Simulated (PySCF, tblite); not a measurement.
# C7H10OSi: geometry, infrared bands and NMR shifts

Wanted: the infrared bands and NMR shifts of C7H10OSi (`C#C[C@](C=C)(C=O)C[SiH3]`), by calculation.

Computed with tblite 0.8.0 and PySCF 2.14.0, with density-fitted response routines of our own, on a single molecule in the gas phase. Atoms are numbered from 0 throughout.

## Step 1: The starting structure

19 atoms, charge 0, multiplicity 1; geometry from: force field or distance geometry start.

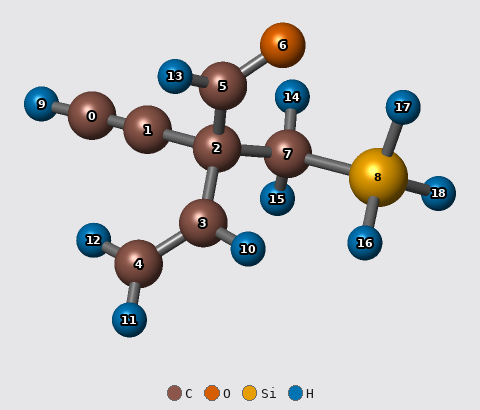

As it starts; carbon brown, oxygen orange, silicon amber, hydrogen blue, atoms numbered.

## Step 2: Optimising the geometry with GFN2-xTB

What the job is given:

```
{"job": {"kind": "relax", "xc": "GFN2-xTB", "basis": "xTB"}, "charge": 0, "multiplicity": 1}
C     -2.033100     1.859300    -1.130900
C     -1.227100     1.191800    -0.563900
C     -0.222000     0.336500     0.147500
C     -0.760200    -1.012000     0.229100
C     -1.955200    -1.365100    -0.211600
C     -0.054900     0.912600     1.488500
O      1.068100     1.309300     1.845400
C      1.055600     0.322000    -0.658800
Si     2.393100    -0.710100     0.089600
H     -2.769800     2.448500    -1.651000
H     -0.169500    -1.823400     0.700500
H     -2.340700    -2.379900    -0.142800
H     -2.558000    -0.600900    -0.666200
H     -0.911500     0.979700     2.151400
H      1.374200     1.391100    -0.783900
H      0.839400    -0.049700    -1.676300
H      1.853400    -2.013700     0.480100
H      2.936500     0.025400     1.232400
H      3.471800    -0.812000    -0.886800
```

Run with:

```
> OMP_NUM_THREADS=1 python probes_run.py task.json out
```

One launch serves the whole session: the jobs run in the order shown.

Standard output:

```text
step      E/eV     max force
  0    -700.14836    4.029
  1    -700.25186    4.937
  2    -700.44283    2.248
  3    -700.44483    2.101
  4    -700.49633    0.390
  5    -700.51845    0.376
  6    -700.55926    0.810
  7    -700.57957    0.480
  8    -700.59045    0.264
  9    -700.59866    0.309
 10    -700.60527    0.360
 11    -700.61048    0.191
 12    -700.61521    0.175
 13    -700.62055    0.289
 14    -700.62610    0.316
 15    -700.62966    0.178
 16    -700.63176    0.111
 17    -700.63376    0.193
 18    -700.63616    0.235
 19    -700.63859    0.186
 20    -700.64060    0.092
 21    -700.64215    0.132
 22    -700.64360    0.178
 23    -700.64517    0.158
 24    -700.64667    0.095
 25    -700.64800    0.088
 26    -700.64915    0.115
 27    -700.65013    0.102
 28    -700.65100    0.063
 29    -700.65188    0.066
 30    -700.65284    0.094
 31    -700.65381    0.094
 32    -700.65464    0.061
 33    -700.65531    0.059
 34    -700.65592    0.074
 35    -700.65644    0.082
 36    -700.65678    0.055
 37    -700.65698    0.028
 38    -700.65714    0.031
 39    -700.65732    0.049
 40    -700.65753    0.046
 41    -700.65779    0.040
 42    -700.65807    0.042
 43    -700.65833    0.053
 44    -700.65853    0.052
 45    -700.65866    0.030
 46    -700.65877    0.026
 47    -700.65888    0.032
 48    -700.65900    0.041
 49    -700.65911    0.030
 50    -700.65920    0.021
 51    -700.65931    0.029
 52    -700.65944    0.050
 53    -700.65959    0.053
 54    -700.65972    0.032
 55    -700.65982    0.022
 56    -700.65991    0.027
 57    -700.66001    0.040
 58    -700.66012    0.037
 59    -700.66021    0.019
 60    -700.66029    0.023
 61    -700.66039    0.031
 62    -700.66051    0.044
 63    -700.66066    0.039
 64    -700.66084    0.042
 65    -700.66105    0.039
 66    -700.66142    0.070
 67    -700.66217    0.123
 68    -700.66345    0.281
 69    -700.66375    0.359
 70    -700.66732    0.511
 71    -700.67035    0.233
 72    -700.67447    0.348
 73    -700.67037    1.396
 74    -700.68306    0.178
 75    -700.68783    0.123
 76    -700.69144    1.039
 77    -700.69856    0.131
 78    -700.70141    0.113
 79    -700.70710    0.221
 80    -700.71047    0.131
 81    -700.71814    0.281
 82    -700.72212    0.220
 83    -700.72471    0.135
 84    -700.72723    0.149
 85    -700.73112    0.212
 86    -700.73548    0.435
 87    -700.73987    0.254
 88    -700.74344    0.179
 89    -700.74601    0.114
 90    -700.74740    0.152
 91    -700.74852    0.149
 92    -700.74966    0.124
 93    -700.75109    0.072
 94    -700.75248    0.075
 95    -700.75354    0.078
 96    -700.75437    0.062
 97    -700.75530    0.074
 98    -700.75650    0.097
 99    -700.75790    0.131
100    -700.75937    0.138
101    -700.76099    0.157
102    -700.76309    0.165
103    -700.76591    0.152
104    -700.76882    0.141
105    -700.77066    0.292
106    -700.77182    0.161
107    -700.77265    0.082
108    -700.77366    0.076
109    -700.77477    0.080
110    -700.77596    0.071
111    -700.77686    0.066
112    -700.77753    0.081
113    -700.77825    0.070
114    -700.77927    0.085
115    -700.78026    0.084
116    -700.78094    0.076
117    -700.78135    0.047
118    -700.78167    0.053
119    -700.78201    0.073
120    -700.78232    0.100
121    -700.78260    0.071
122    -700.78282    0.056
123    -700.78298    0.023
124    -700.78310    0.026
125    -700.78320    0.033
126    -700.78332    0.036
127    -700.78349    0.042
128    -700.78364    0.036
129    -700.78376    0.029
130    -700.78387    0.024
131    -700.78404    0.028
132    -700.78431    0.041
133    -700.78467    0.050
134    -700.78501    0.040
135    -700.78527    0.040
136    -700.78546    0.043
137    -700.78564    0.033
138    -700.78582    0.032
139    -700.78595    0.025
140    -700.78604    0.018
141    -700.78610    0.017
142    -700.78615    0.016
143    -700.78619    0.014
144    -700.78624    0.021
145    -700.78628    0.015
146    -700.78632    0.013
147    -700.78637    0.017
148    -700.78641    0.017
149    -700.78648    0.020
150    -700.78656    0.022
151    -700.78667    0.025
152    -700.78681    0.028
153    -700.78700    0.036
154    -700.78729    0.039
155    -700.78775    0.046
156    -700.78833    0.069
157    -700.78886    0.081
158    -700.78892    0.113
159    -700.78968    0.059
160    -700.79004    0.046
161    -700.79049    0.044
162    -700.79069    0.044
163    -700.79086    0.033
164    -700.79099    0.034
165    -700.79111    0.032
166    -700.79119    0.019
167    -700.79126    0.027
168    -700.79133    0.028
169    -700.79140    0.029
170    -700.79147    0.021
171    -700.79154    0.021
172    -700.79161    0.020
173    -700.79168    0.027
174    -700.79175    0.027
175    -700.79182    0.026
176    -700.79189    0.020
177    -700.79194    0.017
178    -700.79196    0.013
179    -700.79199    0.011
180    -700.79202    0.014
181    -700.79205    0.016
182    -700.79207    0.012
183    -700.79209    0.008
```

Wall time 2.7 s (1 thread of Arm Neoverse N1, shared host); peak memory 0.18 GiB.

Step by step: (not every step is listed)

```csv
step,energy from step 0 (eV),largest force (eV/Å)
0,0.0000,4.0288
1,-0.1035,4.9374
2,-0.2945,2.2482
3,-0.2965,2.1013
4,-0.3480,0.3896
5,-0.3701,0.3764
6,-0.4109,0.8097
7,-0.4312,0.4799
8,-0.4421,0.2639
25,-0.4996,0.0885
42,-0.5097,0.0424
59,-0.5118,0.0192
76,-0.5431,1.0385
93,-0.6027,0.0724
110,-0.6276,0.0715
127,-0.6351,0.0422
144,-0.6379,0.0209
161,-0.6421,0.0439
178,-0.6436,0.0135
179,-0.6436,0.0114
180,-0.6437,0.0137
181,-0.6437,0.0157
182,-0.6437,0.0121
183,-0.6437,0.0077
```

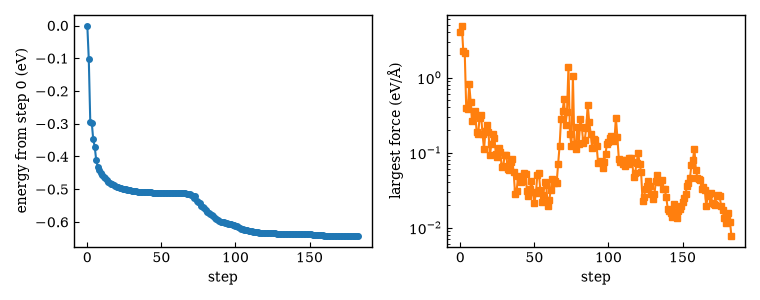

Energy and largest force along the relaxation.

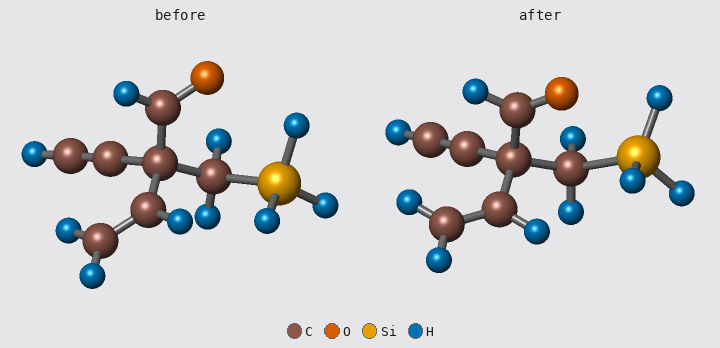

Before and after, at one scale.

Close pairs (by a distance rule), those that changed most:

```csv
bond,before (Å),after (Å),change (Å)
C7–Si8,1.848,1.916,+0.068
C2–C3,1.454,1.518,+0.064
C1–C2,1.499,1.453,-0.046
C5–O6,1.243,1.199,-0.044
C2–C5,1.469,1.509,+0.040
C7–H14,1.123,1.092,-0.031
C3–H10,1.109,1.080,-0.029
C0–H9,1.077,1.049,-0.028
```

The final coordinates are the input of the step that follows.

## Step 3: Harmonic vibrations with GFN2-xTB

What the job is given:

```
{"job": {"kind": "ir", "xc": "GFN2-xTB", "basis": "xTB"}, "charge": 0, "multiplicity": 1}
C     -1.890678     2.042861    -1.206280
C     -1.180091     1.238635    -0.676372
C     -0.273613     0.287412    -0.056590
C     -0.873933    -1.106188    -0.016301
C     -2.168891    -1.355375     0.044785
C     -0.136883     0.589489     1.415872
O      0.869120     0.408318     2.042506
C      1.087918     0.293103    -0.751574
Si     2.538797    -0.422567     0.274515
H     -2.515921     2.741006    -1.677685
H     -0.143774    -1.901799    -0.012782
H     -2.547361    -2.362990     0.072420
H     -2.902353    -0.565589     0.045212
H     -1.064469     0.942137     1.899589
H      1.331862     1.323596    -1.016997
H      0.990160    -0.251034    -1.691620
H      2.163305    -1.620988     1.021714
H      3.226186     0.598886     1.052706
H      3.480815    -0.869663    -0.770579
```

Standard output:

```text
mode    cm-1     km/mol
  1      54.5      0.05
  2      73.9      0.75
  3     100.1      1.83
  4     131.7      2.87
  5     149.5      1.03
  6     178.8     37.08
  7     250.0      5.22
  8     263.6      4.84
  9     299.5      1.19
 10     329.0      4.57
 11     396.9      0.72
 12     435.4      4.72
 13     478.2      9.75
 14     541.2     53.28
 15     567.2     18.10
 16     586.1     46.86
 17     627.0      3.80
 18     658.7     18.80
 19     670.2     19.10
 20     726.9     13.12
 21     749.5    147.75
 22     779.3    182.30
 23     824.7    128.67
 24     847.2    290.92
 25     870.8    159.97
 26     891.9     12.61
 27     898.1      7.54
 28     973.4     10.41
 29    1013.4     22.79
 30    1024.6      9.18
 31    1129.2      5.64
 32    1159.6      8.87
 33    1211.3     18.03
 34    1267.5      9.09
 35    1281.1      6.99
 36    1344.7     17.10
 37    1398.3      0.36
 38    1486.0      1.01
 39    1689.3     13.97
 40    1769.6    335.74
 41    2160.5    451.12
 42    2270.9    241.18
 43    2283.7     10.25
 44    2318.8    302.56
 45    2803.3     95.66
 46    2979.2     42.46
 47    2998.4     25.76
 48    3084.0     15.35
 49    3102.6     13.20
 50    3129.9     31.47
 51    3394.9      5.86
```

Run time: 1.4 s. Hardware: 1 thread of Arm Neoverse N1, shared host; peak memory 0.18 GiB.

Which atoms move in the most intense modes:

```csv
cm⁻¹,km/mol,atoms
750,147.8,"C7 21 %, H17 21 %, H14 15 %, H16 15 %"
779,182.3,"C7 27 %, H15 17 %, Si8 15 %, H16 14 %"
847,290.9,"H16 37 %, H18 37 %, H17 13 %"
871,160.0,"H18 44 %, H17 32 %, H16 14 %"
1770,335.7,"C5 59 %, O6 40 %"
2160,451.1,H18 95 %
2271,241.2,H16 94 %
2319,302.6,H17 95 %
```

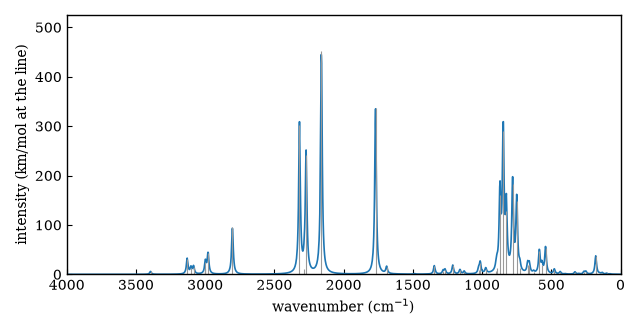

The infrared spectrum from these modes, unscaled. Lines are broadened to a width of 14 cm⁻¹ (Lorentzian).

## Step 4: Nuclear shieldings: PBE0/pcSseg-1

Same as in step 3 but for these lines:

```diff
@@ -1,2 +1,2 @@
-{"job": {"kind": "ir", "xc": "GFN2-xTB", "basis": "xTB"}, "charge": 0, "multiplicity": 1}
+{"job": {"kind": "nmr", "xc": "PBE0", "basis": "pcSseg-1"}, "charge": 0, "multiplicity": 1}
 C     -1.890678     2.042861    -1.206280
```

With the program's defaults for keys left out, this is: GIAO PBE0/pcSseg-1 NMR shielding, non-relativistic, gas phase.

Standard output:

```text
coarse grid: 16512 points
cycle   1  E = -636.5691960459  dE =  1.257e+00  |g| = 7.992e-01  |ddm| = 4.117e+00
cycle   2  E = -636.2205586297  dE =  3.486e-01  |g| = 1.574e+00  |ddm| = 2.293e+00
cycle   3  E = -636.6922141671  dE = -4.717e-01  |g| = 2.048e-01  |ddm| = 1.734e+00
cycle   4  E = -636.7009691843  dE = -8.755e-03  |g| = 7.968e-02  |ddm| = 2.945e-01
cycle   5  E = -636.7019932253  dE = -1.024e-03  |g| = 4.854e-02  |ddm| = 9.783e-02
cycle   6  E = -636.7025421020  dE = -5.489e-04  |g| = 7.689e-03  |ddm| = 3.705e-02
cycle   7  E = -636.7025556755  dE = -1.357e-05  |g| = 2.403e-03  |ddm| = 8.988e-03
cycle   8  E = -636.7025569331  dE = -1.258e-06  |g| = 7.169e-04  |ddm| = 3.249e-03
final grid: 155312 points
cycle   9  E = -636.7685260982  dE = -3.661e-05  |g| = 1.160e-02  |ddm| = 7.214e-02
cycle  10  E = -636.7684569725  dE =  6.913e-05  |g| = 2.219e-02  |ddm| = 3.415e-02
cycle  11  E = -636.7685528571  dE = -9.588e-05  |g| = 2.726e-03  |ddm| = 2.260e-02
cycle  12  E = -636.7685544264  dE = -1.569e-06  |g| = 6.332e-04  |ddm| = 2.307e-03
cycle  13  E = -636.7685545056  dE = -7.918e-08  |g| = 2.739e-04  |ddm| = 6.587e-04
cycle  14  E = -636.7685545234  dE = -1.788e-08  |g| = 6.399e-05  |ddm| = 3.319e-04
cycle  15  E = -636.7685545244  dE = -9.554e-10  |g| = 1.724e-05  |ddm| = 8.162e-05
converged SCF energy = -636.7685545244

GIAO shielding tensors (ppm)
atom      isotropic    diamagn.    paramagn.     s11        s22        s33       span
  0 C      106.158     258.970    -152.812     35.528     41.319    241.627    206.098
  1 C       95.582     262.733    -167.151    -12.363      4.743    294.367    306.730
  2 C      135.122     244.586    -109.463    120.281    136.553    148.533     28.252
  3 C       45.902     255.681    -209.779    -69.618     63.239    144.085    213.703
  4 C       55.185     253.516    -198.331    -59.434     57.053    167.938    227.372
  5 C      -15.644     250.380    -266.024   -104.173    -17.886     75.125    179.298
  6 O     -272.731     400.843    -673.574   -760.419   -391.723    333.948   1094.367
  7 C      167.732     247.724     -79.992    146.950    164.206    192.041     45.091
  8 Si     430.035     877.731    -447.696    402.994    416.746    470.366     67.373
  9 H       29.748      34.830      -5.082     24.627     24.855     39.762     15.136
 10 H       25.706      32.663      -6.957     22.265     24.474     30.380      8.115
 11 H       25.786      28.547      -2.761     23.112     24.838     29.408      6.296
 12 H       25.575      31.236      -5.661     21.808     24.569     30.348      8.539
 13 H       22.557      29.563      -7.006     20.726     21.556     25.389      4.662
 14 H       30.309      30.220       0.088     24.646     30.281     35.999     11.353
 15 H       30.325      30.678      -0.352     26.038     29.377     35.561      9.524
 16 H       27.484      28.982      -1.498     24.454     26.395     31.603      7.149
 17 H       27.250      28.388      -1.138     23.720     25.514     32.515      8.795
 18 H       27.836      27.863      -0.027     23.884     25.946     33.679      9.795
```

Run time: 91 s. Hardware: 1 thread of Arm Neoverse N1, shared host; peak memory 0.9 GiB.

The references, computed at this level on geometries of the same kind, shield at (ppm): 1H TMS 31.72, 13C TMS 186.9, 29Si TMS 349.2, 17O H2O 336.1. Their shielding less the atom's gives the shift. The references are single molecules in the gas phase, so shifts against H2O, NH3, PH3, H3PO4 or CFCl3 are not on the usual liquid scales and can be off by tens of ppm. Atoms listed in one row are averaged.

```csv
atoms,environment,σ (ppm),δ (ppm),δ scaled to CDCl3
C5,aldehyde carbonyl carbon,-15.6,202.6,195.8
C3,alkene CH,45.9,141.0,135.7
C4,terminal =CH2 carbon,55.2,131.7,126.7
C1,alkyne carbon,95.6,91.3,87.2
C0,terminal alkyne carbon,106.2,80.8,76.9
C2,quaternary sp3 carbon α to a carbonyl,135.1,51.8,48.6
C7,sp3 CH2 bonded to Si,167.7,19.2,16.8
H13,hydrogen on an aldehyde carbonyl carbon,22.56,9.16,8.74
H12,hydrogen on a terminal =CH2 carbon,25.57,6.14,5.90
H10,hydrogen on an alkene CH,25.71,6.01,5.77
H11,hydrogen on a terminal =CH2 carbon,25.79,5.93,5.70
"H16, H17, H18",hydrogen on a silicon bonded to C,27.52,4.19,–
H9,hydrogen on a terminal alkyne carbon,29.75,1.97,1.96
H14,hydrogen on an sp3 CH2 bonded to Si,30.31,1.41,1.43
H15,hydrogen on an sp3 CH2 bonded to Si,30.33,1.39,1.42
O6,aldehyde oxygen,-272.7,608.8,–
Si8,"silicon bonded to C, 3 H",430.0,-80.9,–
```

The scaled column applies a straight-line fit of computed shieldings to shifts measured in CDCl3 (root-mean-square error 0.16 ppm for H, 1.9 ppm for C).

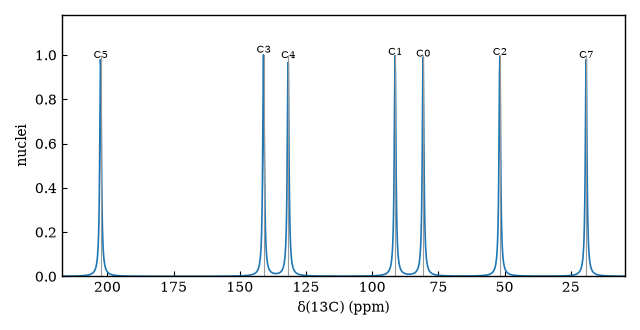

13C lines at the computed shifts, without couplings. Lines are broadened to a width of 0.73 ppm (Lorentzian).

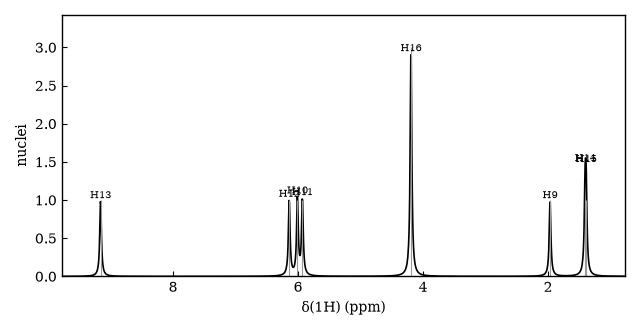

1H lines at the computed shifts, without couplings. Lines are broadened to a width of 0.03 ppm (Lorentzian).

Charges from the same density, by scheme (e):

```csv
atoms,Mulliken,IAO,Hirshfeld,ESP fit
C0,-0.40,-0.24,-0.10,-0.32
C1,0.46,-0.03,-0.03,-0.30
C2,-0.64,-0.03,0.02,0.63
C3,-0.11,-0.13,-0.03,-0.24
C4,-0.09,-0.30,-0.09,-0.41
C5,0.44,0.28,0.15,0.25
O6,-0.36,-0.36,-0.16,-0.39
C7,-0.38,-0.53,-0.15,-0.37
Si8,0.53,0.61,0.28,0.37
```

IAO charges:

C0 -0.24; C1 -0.03; C2 -0.03; C3 -0.13; C4 -0.30; C5 0.28; O6 -0.36; C7 -0.53; Si8 0.61; H9 0.21; H10 0.16; H11 0.16; H12 0.16; H13 0.12; H14 0.16; H15 0.16; H16 -0.12; H17 -0.11; H18 -0.15

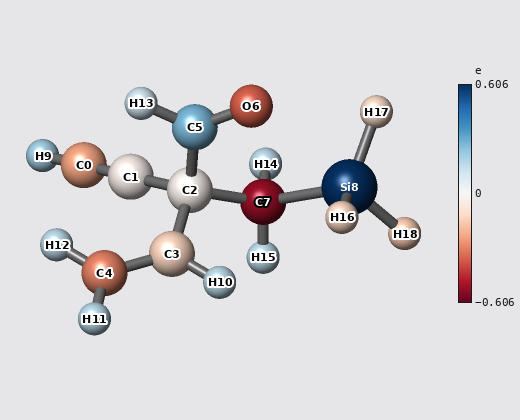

IAO charges, as colours on the atoms.

Mayer bond orders: C0–C1 2.50, C1–C2 0.91, C2–C3 0.96, C3–C4 1.97, C2–C5 0.92, C5–O6 1.93, C2–C7 1.03, C7–Si8 0.87.

The fields below are evaluated on a grid from the run's orbitals.

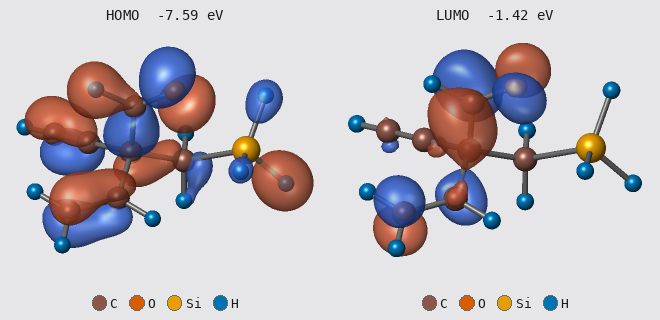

Frontier orbitals at PBE0/pcSseg-1; each surface holds 70 % of the orbital's density, blue and red mark the sign.

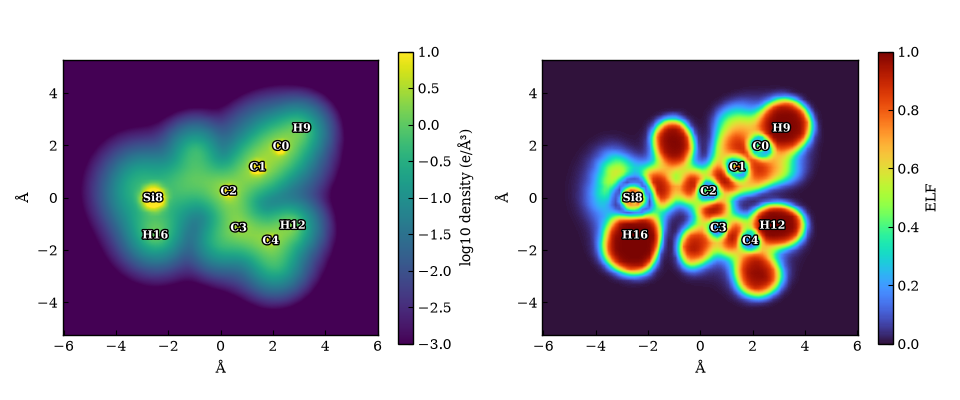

Density (left) and ELF (right) in a plane through or near 9 of the atoms.

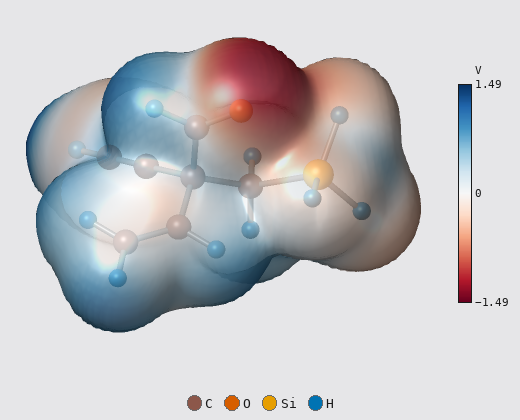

Electrostatic potential on the surface of density 0.002 e/bohr³; red is low, blue high. It runs from -1.25 V near O6 to 1.49 V near H9.

## Step 5: What came out

| quantity | value |
| --- | --- |
| strongest single infrared mode (GFN2-xTB) | 2160 cm⁻¹, 451 km/mol |
| zero-point energy (GFN2-xTB) | 86.7 kcal/mol |
| 13C shifts against TMS (PBE0/pcSseg-1) | 202.6, 141.0, 131.7, 91.3, 80.8, 51.8, 19.2 ppm |
| 1H shifts against TMS (PBE0/pcSseg-1, means over atoms taken as alike) | 9.16, 6.14, 6.01, 5.93, 4.19, 1.97, 1.41, 1.39 ppm |
| 17O shifts against H2O (PBE0/pcSseg-1) | 608.8 ppm |
| 29Si shifts against TMS (PBE0/pcSseg-1) | -80.9 ppm |
| surface potential, least and greatest | -1.25 V and 1.49 V |

**Reading.** The optimisation took 183 steps and gained 0.644 eV; among the close pairs (by a distance rule), C7–Si8 changed most, from 1.848 to 1.916 Å. All 51 modes are real, so the xTB geometry is a minimum. The strongest single mode, at 2160 cm⁻¹, moves mainly H18. Unscaled tight-binding wavenumbers are off by several per cent, some by more. Its intensities can rank the bands wrongly. C5 (aldehyde carbonyl carbon) lies farthest downfield among carbon, at 202.6 ppm; low-lying n→π* states of the double bond to the heteroatom give a large paramagnetic term (-266 ppm). H13 (hydrogen on an aldehyde carbonyl carbon) lies farthest downfield among hydrogen, at 9.16 ppm; the formyl region, downfield of aromatic protons. At PBE0/pcSseg-1: The largest span, 1094 ppm, is at O6, where the paramagnetic term is -674 ppm. By nearest atom (PBE0/pcSseg-1), the HOMO sits on O6 31 %; C0, C2, C4 about 8 % each and the LUMO on C5 34 %; O6 25 %.
